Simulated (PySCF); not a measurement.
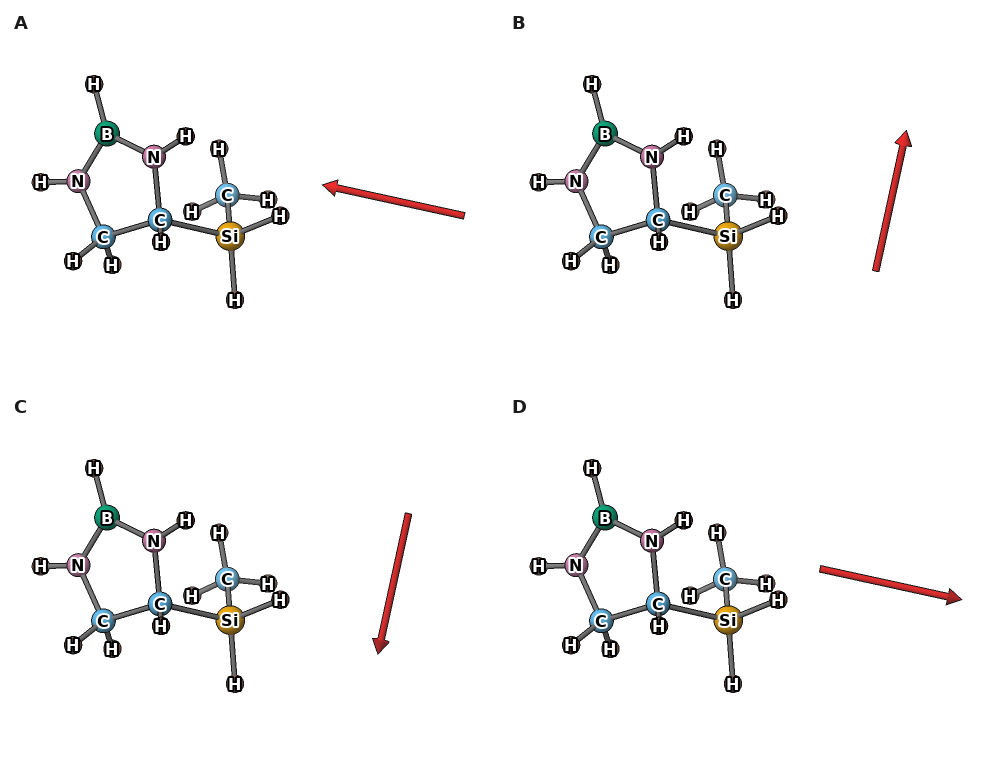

The same molecule four times, each with an arrow. The geometry was computed by an optimisation with GFN2-xTB. No frequency run is at hand to confirm it as a minimum. Method: CAM-B3LYP/def2-SVPD, gas phase (PySCF 2.14.0).

### Which arrow points along the dipole moment, from the negative to the positive end?

C. The dipole moment is 0.81 D.

The geometry is semi-empirical. Around B, Si such bond lengths and angles can be off by a tenth of an ångström or more and by several degrees, and values that hang on the shape move with them.
